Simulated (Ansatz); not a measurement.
MgSn$_{4}$N

Input

```
crystal:
  lattice:
    - [0.0, 4.2631558351, 4.2631558351]
    - [4.2631558351, 0.0, 4.2631558351]
    - [4.2631558351, 4.2631558351, 0.0]
  atoms:
    - { symbol: Mg, position: [0.75, 0.75, 0.75] }
    - { symbol: Sn, position: [0.374799856, 0.374799856, 0.875600432] }
    - { symbol: Sn, position: [0.875600432, 0.374799856, 0.374799856] }
    - { symbol: Sn, position: [0.374799856, 0.374799856, 0.374799856] }
    - { symbol: Sn, position: [0.374799856, 0.875600432, 0.374799856] }
    - { symbol: "N", position: [0.0, 0.0, 0.0] }
basis:
  ecutwfc: 420
kpoints:
  mp_grid: { grid: [8, 8, 8] }
hamiltonian:
  xc: pbe
scf:
  occupations: { method: gaussian, width: 0.1 }
output:
  forces: true
  stress: true
  eigenvalues: true
  write_density: true
  write_potential: true
  elf: true
  volumetric_format: npy
relax:
  adjacent_minimum: "off"
  f_tol: 0.01
  max_steps: 80
  cell: { stress_tol: 0.05 }
```

Run with:

```sh
ansatz run input.yaml --threads 1 --pin off --max-ram 2560MiB --backend cpu --events-out ev --progress --plain --runs-dir out
```

Below, planes, directions and counts refer to the conventional cell (a = 8.56 Å, b = 8.56 Å, c = 8.56 Å, α = 90.00°, β = 90.00°, γ = 90.00°).

The fields are those of the run's last geometry, not of the input's.

Space group F-43m; a structure generated by program, which may or may not match a known phase; computed without spin polarisation.

Theory: DFT PBE, scalar-relativistic, plane waves, PAW (Ansatz 0.2.0).

What can the converged valence pseudo-density and electron localisation function tell about the bonding?

Sn–Sn (3.03 Å): ρ is about 0.23 e/Å³ halfway; the ELF is about 0.40 at the midpoint.
Sn–N (3.55 Å): ρ at the midpoint is about 0.07 e/Å³; the ELF is about 0.10 at the midpoint (no shared electron pair shows on this line).
Mg–Sn (3.55 Å): ρ at the midpoint is about 0.09 e/Å³, with its minimum of 0.07 e/Å³ about 1.4 Å from Mg; the ELF is about 0.40 at the midpoint.
Mg–N (3.71 Å): the density is about 0.04 e/Å³ at the midpoint; the ELF is about 0.10 at the midpoint; no localised pair shows between them.

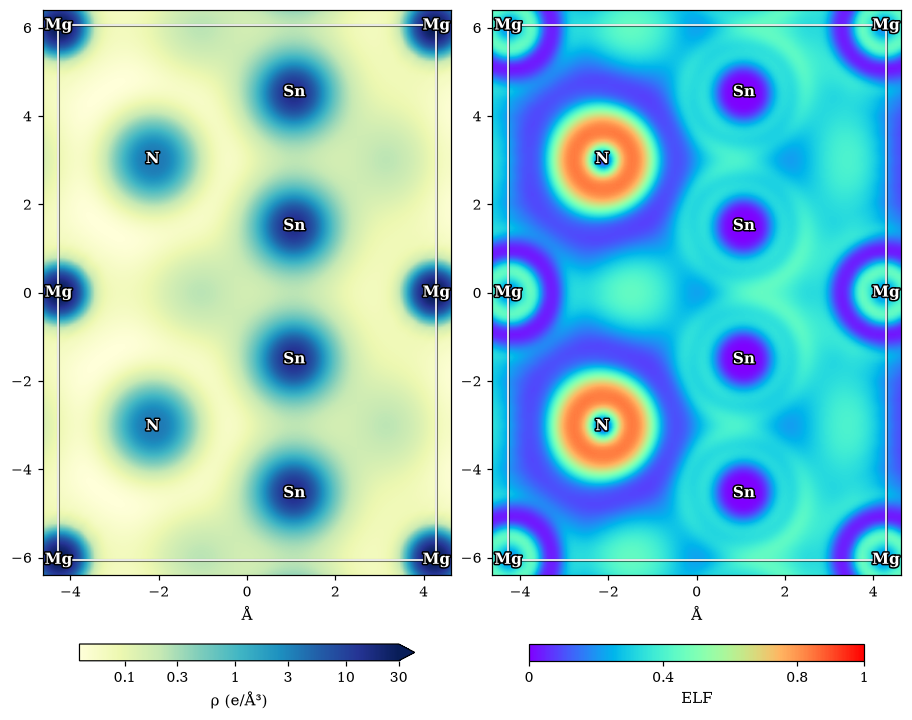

Computed valence pseudo-density and electron localisation function on the (110) plane of the conventional cell, in this order. 

The density is the valence pseudo-density of a PAW calculation; it isn't the true density close to the nuclei.
